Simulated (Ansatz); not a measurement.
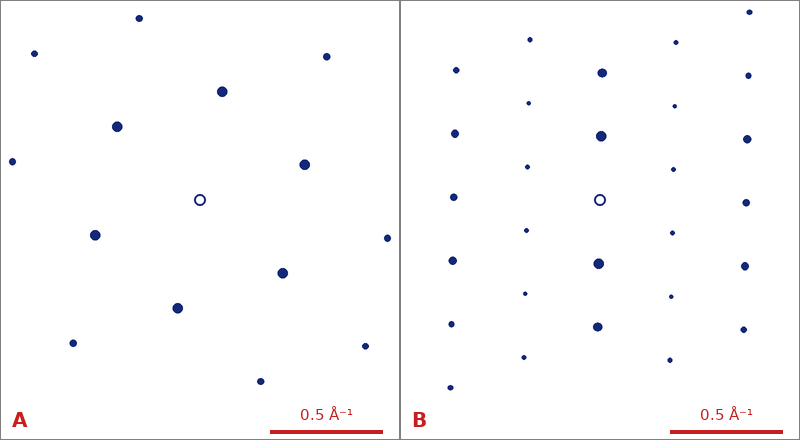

Kinematic electron diffraction patterns (300 kV, B = 0.5 Å², same scale, each along a low-index zone) of two structures of composition YBe, each relaxed at zero pressure with DFT PBE, scalar-relativistic, plane waves, PAW (Ansatz 0.2.0).

The structures (standard cells):
1. Cmmm (No. 65), a = 6.625 Å, b = 6.997 Å, c = 3.425 Å, 8 atoms; generated start, possibly hypothetical
2. Fm-3m (No. 225), a = 5.688 Å, 8 atoms; generated start, possibly hypothetical

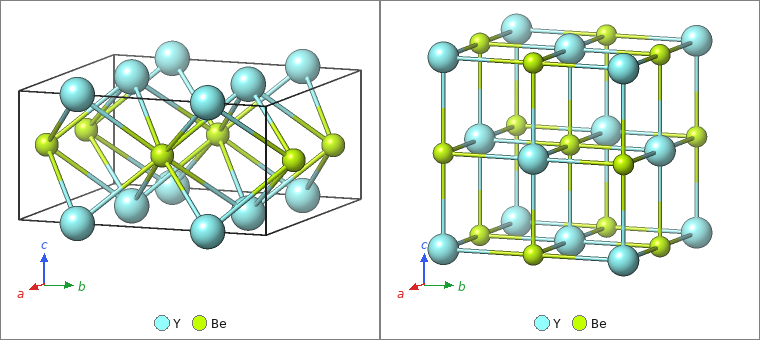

Drawings of the structures 1 to 2, from left to right (each may span several cells).

Q: Which pattern belongs to which structure, and along which zone?

A: A is structure 2 along [111] or an equivalent direction: hexagonal net of -2 2 0 at d = 2.01 Å and -2 0 2 at d = 2.01 Å, 60.0° apart. B is structure 1 along [101] or an equivalent direction: centred rectangular net of 0 2 0 at d = 3.50 Å and 1 1 -1 at d = 2.79 Å, 66.5° apart.

Q: Which structure lies lowest at this level of theory, and by how much?

A: Structure 1 (Cmmm, 19.85 Å³ an atom) is the lowest of these; structure 2 (Fm-3m, 23.01 Å³ an atom) lies about 370 meV an atom higher. These are static energies at 0 K; other structures, not shown, may lie lower still.
